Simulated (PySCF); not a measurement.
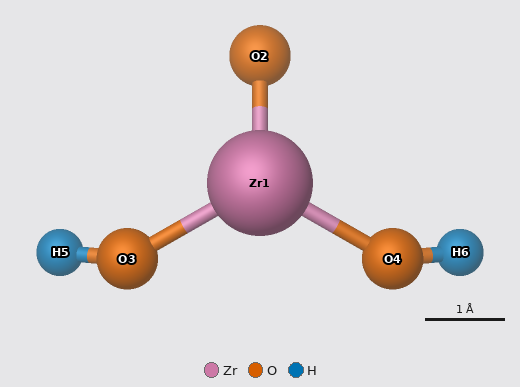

**Figure 1.** The structure as given in the input (ball-and-stick view, seen on its broad side; atoms are numbered from 1 in the order of the input). Sticks mark near contacts. Bond lengths as drawn: H–O 0.96 Å and O–Zr 1.75 to 1.96 Å.

**Frequency calculation of ZrH₂O₃**

System: ZrH₂O₃.
Method: RKS-based PBE0, Zr def2-SVP with ECP28, O def2-SVP, H def2-SVP; non-relativistic Hamiltonian with a scalar-relativistic core potential; density fitting (PySCF 2.14.0).

The program's output:
```
init E= -273.65307740754
  HOMO = -0.290965504348216  LUMO = -0.0833696136612794  gap/eV = 5.64897
cycle= 1 E= -273.653077407453  delta_E= 8.63e-11  |g|= 2.46e-05  |ddm|= 2.41e-05
  HOMO = -0.290965561208445  LUMO = -0.0833693502821227  gap/eV = 5.64898
cycle= 2 E= -273.65307740714  delta_E= 3.14e-10  |g|= 4.68e-05  |ddm|= 4.57e-05
  HOMO = -0.29096550949005  LUMO = -0.0833695316890299  gap/eV = 5.64897
cycle= 3 E= -273.653077407571  delta_E= -4.32e-10  |g|= 2.88e-07  |ddm|= 2.99e-05
  HOMO = -0.290965531330008  LUMO = -0.0833695267437484  gap/eV = 5.64898
cycle= 4 E= -273.653077407569  delta_E= 1.71e-12  |g|= 1.02e-07  |ddm|= 2.44e-07
  HOMO = -0.290965501880666  LUMO = -0.0833695319924885  gap/eV = 5.64897
Extra cycle  E= -273.653077407571  delta_E= -1.82e-12  |g|= 2.91e-07  |ddm|= 2.54e-07
converged SCF energy = -273.653077407571
```

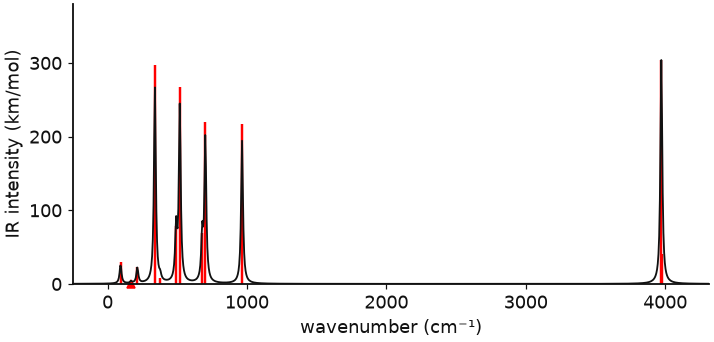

**Figure 2.** Harmonic infrared spectrum, unscaled: sticks (degenerate modes added up, dark ones marked on the axis) with a Lorentzian envelope of 16 cm⁻¹ full width, scaled to the tallest stick. 12 modes from 93 to 3975 cm⁻¹, none imaginary. The strongest line is at 3972 cm⁻¹ (304 km/mol). All modes, in cm⁻¹ (km/mol): 93 (29), 168 (2.7), 214 (23), 339 (297), 378 (7.9), 492 (79), 518 (267), 679 (69), 701 (219), 965 (217), 3972 (304), 3975 (41).

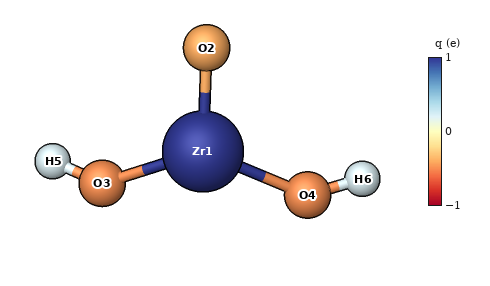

**Figure 3.** Mulliken charges, as the colour of each atom (ball-and-stick view, seen at a tilt; atoms are numbered from 1 in the order of the input). By element: Zr +0.98, O −0.49 to −0.40 and H +0.20 e.

The run was set up as follows.

Input:
```python
from pyscf import gto, scf, dft
mol = gto.M(atom='''
Zr     0.026082     0.147258     0.036193
O     -0.066802    -0.377162     1.704569
O      1.630596    -0.484073    -0.904413
O     -1.697662     0.105422    -0.904413
H      2.403560    -1.040698    -0.791153
H     -2.614784    -0.151859    -0.791153''',
    basis={'Zr': 'def2-SVP', 'O': 'def2-SVP', 'H': 'def2-SVP'},
    ecp={'Zr': 'def2-SVP'},
    charge=0, spin=0)
mf = dft.RKS(mol, xc='PBE0')
mf.grids.atom_grid = (75, 302)
aux = {'Zr': 'def2-universal-JKFIT', 'O': 'def2-universal-JKFIT', 'H': 'def2-universal-JKFIT'}
mf = mf.density_fit(auxbasis=aux)
mf.conv_tol = 1e-09
mf.diis_space = 10
mf.max_cycle = 60
mf.verbose = 4
mf.kernel()
```

The script is an equivalent of the set-up of the self-consistent field. The run itself was carried out by a driver, which started from the orbitals of the step before it where there was one and computed the further properties.

Run as:
```bash
OMP_NUM_THREADS=2 python axn.py task.json out
```

Results in brief:

```tsv
quantity	value
outcome	converged
total energy	−273.653077 hartree
HOMO	−7.92 eV
LUMO	−2.27 eV
zero-point energy	0.028463 hartree
dipole moment	2.83 D
wavenumbers, lowest and highest	93 and 3975 cm⁻¹
hardware	2 threads of Arm Neoverse N1, 98 GiB of memory available, shared host
wall time	1.8 min (CPU time 3 min)
peak memory	1.3 GiB
```
